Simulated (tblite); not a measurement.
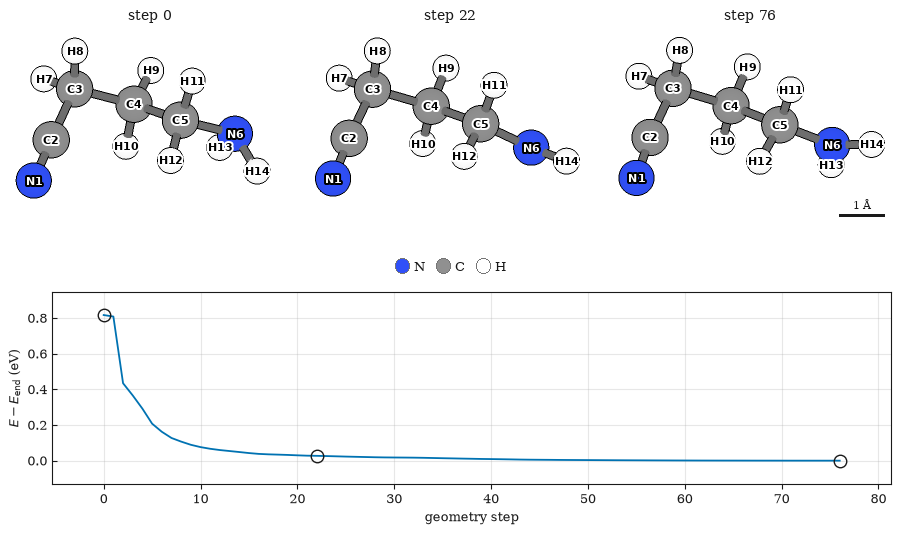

Frames of a relaxation of C₄H₈N₂ (charge +1, multiplicity 2), marked on the history of the run. A ball-and-stick model, seen from a free direction.

Computed with tblite 0.8.0, GFN2-xTB geometry optimisation, gas phase. 

What happens along the run?

The atom that moves furthest after the best rigid fit is H14 (0.68 Å). By element the largest moves are H 0.68 Å, N 0.26 Å, C 0.15 Å. Near-neighbour distances that change, for instance: C5–N6 1.459 → 1.394 Å, N6–H13 1.069 → 1.010 Å, N6–H14 1.063 → 1.009 Å, C2–C3 1.488 → 1.440 Å. Among the angles between lasting bonds that change: C5–N6–H13 105.0° → 120.9°, H13–N6–H14 106.8° → 117.8°, C5–N6–H14 110.2° → 121.0°. Over 76 geometry steps the energy falls by 0.817 eV. From step 0 to 22: H13 moves most (0.36 Å), energy −0.790 eV. From step 22 to 76: H13 moves most (0.42 Å), energy −0.027 eV.

| step | E − E(0), eV |
| --- | --- |
| 0 | 0.0000 |
| 1 | -0.0084 |
| 2 | -0.3825 |
| 3 | -0.4510 |
| 4 | -0.5252 |
| 5 | -0.6093 |
| 6 | -0.6547 |
| 7 | -0.6895 |
| 8 | -0.7099 |
| 9 | -0.7277 |
| 10 | -0.7407 |
| 13 | -0.7628 |
| 17 | -0.7812 |
| 20 | -0.7868 |
| 24 | -0.7924 |
| 27 | -0.7963 |
| 31 | -0.7993 |
| 34 | -0.8018 |
| 38 | -0.8061 |
| 41 | -0.8086 |
| 45 | -0.8117 |
| 48 | -0.8129 |
| 52 | -0.8141 |
| 55 | -0.8148 |
| 59 | -0.8157 |
| 62 | -0.8161 |
| 66 | -0.8164 |
| 69 | -0.8166 |
| 73 | -0.8167 |
| 76 | -0.8168 |
